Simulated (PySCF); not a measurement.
# [HfH2]2+: a change of charge

Aim: at the relaxed geometry of [HfH2]2+, try a change of charge. It is a constructed species; whether it can be made isn't addressed.

Computed with PySCF 2.14.0. Level: PBE0, Hf def2-SVP with ECP60, H def2-SVP; scalar-relativistic core potentials, no spin–orbit coupling.

1 further run of the same task is left out (for a known fault of the program).

### Step 1. The system as given

3 atoms, charge 2, spin multiplicity 1.

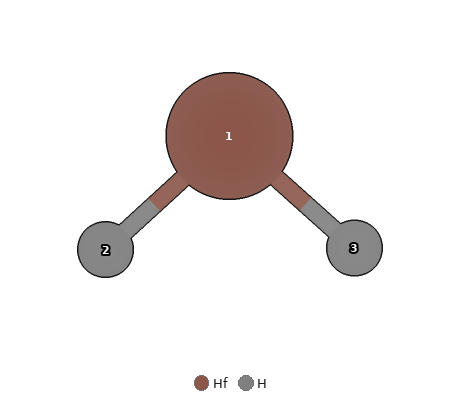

The structure; hafnium brown, hydrogen grey; atoms are numbered from 1 in the order of the file.

As a file:

```xyz
3
charge 2, multiplicity 1
Hf    0.0000    0.0000   -0.2777
H     1.3108    0.0000    0.9101
H    -1.3108    0.0000    0.9101
```

Formal oxidation states: Hf +4. An earlier session relaxed this geometry at PBE0, Hf def2-SVP with ECP60, H def2-SVP (singlet, point group C2v).

Its energy there is -48.261640 Eh.

### Step 2. One electron removed, multiplicity 2

The input, run.py (the lines that set the calculation):

```python
mol = gto.M(atom='''
Hf     0.00000     0.00000    -0.27772
H      1.31079     0.00000     0.91013
H     -1.31079     0.00000     0.91013''',
    basis={'Hf': 'def2-SVP', 'H': 'def2-SVP'},
    ecp={'Hf': 'def2-SVP'},
    charge=3, spin=1)
mf = dft.UKS(mol, xc='PBE0')
mf.grids.atom_grid = (50, 194)
mf = mf.density_fit()  # fitting sets: Hf def2-universal-JKFIT, H def2-universal-JKFIT
mf.conv_tol = 1e-08; mf.max_cycle = 55
mf.kernel(dm0)  # dm0: the density of the relaxed state
```

Launch:

```
OMP_NUM_THREADS=2 python run.py
```

Output:

```text
init E= -48.2786880902623
  HOMO = -0.79688795865  LUMO = -0.78589499252  gap/eV = 0.29913
cycle= 1 E= -47.3222483058425  delta_E= 0.956  |g|= 0.147  |ddm|= 0.686
  HOMO = -1.13746375659  LUMO = -1.07101599471  gap/eV = 1.80814
cycle= 2 E= -47.3400892020679  delta_E= -0.0178  |g|= 0.0532  |ddm|= 0.364
  HOMO = -1.10903645598  LUMO = -1.03875309713  gap/eV = 1.91251
cycle= 3 E= -47.3417259709737  delta_E= -0.00164  |g|= 0.0137  |ddm|= 0.0879
  HOMO = -1.1059149652  LUMO = -1.03376516432  gap/eV = 1.96330
cycle= 4 E= -47.3419557829432  delta_E= -0.00023  |g|= 0.00464  |ddm|= 0.0349
  HOMO = -1.10471850418  LUMO = -1.03230855465  gap/eV = 1.97038
cycle= 5 E= -47.3420323590832  delta_E= -7.66e-05  |g|= 0.0026  |ddm|= 0.024
  HOMO = -1.10432764064  LUMO = -1.03147519003  gap/eV = 1.98242
cycle= 6 E= -47.3420574975498  delta_E= -2.51e-05  |g|= 0.000596  |ddm|= 0.0181
  HOMO = -1.10426014285  LUMO = -1.03140084297  gap/eV = 1.98260
cycle= 7 E= -47.3420591918635  delta_E= -1.69e-06  |g|= 0.000145  |ddm|= 0.0049
  HOMO = -1.10426194907  LUMO = -1.03138404528  gap/eV = 1.98311
cycle= 8 E= -47.3420593520223  delta_E= -1.6e-07  |g|= 6.49e-05  |ddm|= 0.00133
  HOMO = -1.10426658638  LUMO = -1.031383107  gap/eV = 1.98326
cycle= 9 E= -47.3420593950157  delta_E= -4.3e-08  |g|= 1.63e-05  |ddm|= 0.000908
  HOMO = -1.10426500912  LUMO = -1.03138154188  gap/eV = 1.98326
cycle= 10 E= -47.342059397032  delta_E= -2.02e-09  |g|= 1.35e-06  |ddm|= 0.00023
  HOMO = -1.10426511563  LUMO = -1.03138166403  gap/eV = 1.98326
Extra cycle  E= -47.342059397037  delta_E= -5.07e-12  |g|= 5.51e-07  |ddm|= 8.33e-06
converged SCF energy = -47.342059397037  <S^2> = 0.7693984  2S+1 = 2.0193052
```

Run time: 0.3 s. Hardware: 2 threads of Arm Neoverse V2, shared host.

It gives: E = -47.342059 Eh (+25.023 eV from the relaxed state), HOMO -30.05 eV, LUMO -28.07 eV (over both spins), ⟨S²⟩ = 0.769, Mulliken charge on Hf1 +2.45 e. 

### Step 3. One electron added, multiplicity 2

run.py (the lines that set the calculation), as its differences from that of step 2:

```diff
@@ -6,3 +6,3 @@
     ecp={'Hf': 'def2-SVP'},
-    charge=3, spin=1)
+    charge=1, spin=1)
 mf = dft.UKS(mol, xc='PBE0')
```

Launch:

```
OMP_NUM_THREADS=2 python run.py
```

Output:

```text
init E= -48.2738451958588
  HOMO = -0.625983060782  LUMO = -0.609767723325  gap/eV = 0.44124
cycle= 1 E= -48.7569042128763  delta_E= -0.483  |g|= 0.193  |ddm|= 1.27
  HOMO = -0.371124586959  LUMO = -0.247833810019  gap/eV = 3.35491
cycle= 2 E= -48.7714414103722  delta_E= -0.0145  |g|= 0.164  |ddm|= 0.791
  HOMO = -0.428591520095  LUMO = -0.299603622514  gap/eV = 3.50994
cycle= 3 E= -48.7911385689473  delta_E= -0.0197  |g|= 0.0179  |ddm|= 0.331
  HOMO = -0.433431590194  LUMO = -0.303800353079  gap/eV = 3.52745
cycle= 4 E= -48.7913315734312  delta_E= -0.000193  |g|= 0.00748  |ddm|= 0.0319
  HOMO = -0.435137032132  LUMO = -0.305049144799  gap/eV = 3.53987
cycle= 5 E= -48.7913865945027  delta_E= -5.5e-05  |g|= 0.00131  |ddm|= 0.0192
  HOMO = -0.435342748453  LUMO = -0.305123822907  gap/eV = 3.54344
cycle= 6 E= -48.7914010989159  delta_E= -1.45e-05  |g|= 0.000771  |ddm|= 0.0134
  HOMO = -0.435459836874  LUMO = -0.305156012192  gap/eV = 3.54575
cycle= 7 E= -48.7914116853993  delta_E= -1.06e-05  |g|= 0.000367  |ddm|= 0.0161
  HOMO = -0.435522912692  LUMO = -0.305155506758  gap/eV = 3.54748
cycle= 8 E= -48.7914146729879  delta_E= -2.99e-06  |g|= 0.000109  |ddm|= 0.0113
  HOMO = -0.435517334494  LUMO = -0.305157770111  gap/eV = 3.54726
cycle= 9 E= -48.7914148321315  delta_E= -1.59e-07  |g|= 3.24e-05  |ddm|= 0.00241
  HOMO = -0.435524755203  LUMO = -0.305165930065  gap/eV = 3.54724
cycle= 10 E= -48.7914148403544  delta_E= -8.22e-09  |g|= 5.16e-06  |ddm|= 0.000526
  HOMO = -0.435525636205  LUMO = -0.305167379649  gap/eV = 3.54723
Extra cycle  E= -48.7914148404457  delta_E= -9.13e-11  |g|= 2.29e-06  |ddm|= 3.32e-05
converged SCF energy = -48.7914148404457  <S^2> = 0.75133774  2S+1 = 2.0013373
```

Wall time 0.3 s (2 threads of Arm Neoverse V2, shared host).

Result: E = -48.791415 Eh (-14.416 eV from the relaxed state), HOMO -11.85 eV, LUMO -8.53 eV (over both spins), ⟨S²⟩ = 0.751, Mulliken charge on Hf1 +1.23 e. 

### Step 4. The states side by side

| state | energy from the relaxed state (eV) | ⟨S²⟩ | time |
| --- | --- | --- | --- |
| charge +2, singlet, vacuum (relaxed) | 0 | 0.00 |  |
| charge +1, doublet, vacuum | -14.42 | 0.75 | 0.3 s |
| charge +3, doublet, vacuum | 25.02 | 0.77 | 0.3 s |

An electron taken off or put on is at rest in vacuum. 

Removing an electron vertically costs 25.02 eV (doublet), against −HOMO = 21.97 eV. Adding an electron vertically releases 14.42 eV (doublet). These are double-zeta-type bases without diffuse functions. Spin–orbit coupling is left out.
